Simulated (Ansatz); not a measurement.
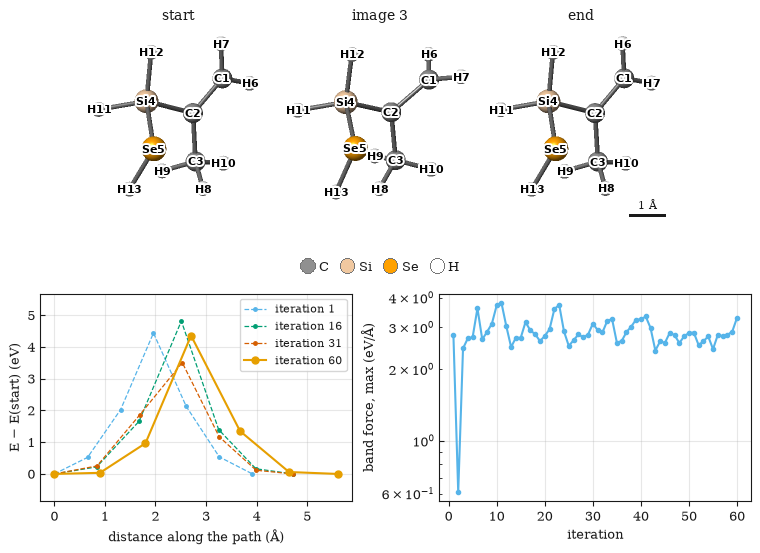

A nudged-elastic-band calculation for C3H8SeSi. Images are numbered from 0 (start) to 6 (end). The plot follows the band through its iterations. Style: ball-and-stick. Shown from a free direction.

Theory: Ansatz, RHF/def2-SVP. Set-up: 5 movable images; climbing image; force threshold 0.05 eV/Å; iteration limit 60; spring constant 50.0 eV/Å²; starting path by image-dependent pair potential.

> Judge this run.

The result isn't final. The band hadn't converged when the run stopped after 60 iterations. The largest component of the band force went from 2.8 to 3.3 eV/Å. The barrier read from it is provisional: over the last two iterations the highest image moved from 4.21 eV to 4.36 eV. The spring constant is far from the usual few eV/Å², which spoils the spacing or the steps. The first iteration put the highest image at 4.44 eV. The two ends have the same energy, and the highest point, image 3, lies 4.36 eV above the start.

Cost: 11 min on 2 threads of Arm Neoverse V2 (shared host), peak memory 0.36 GiB.
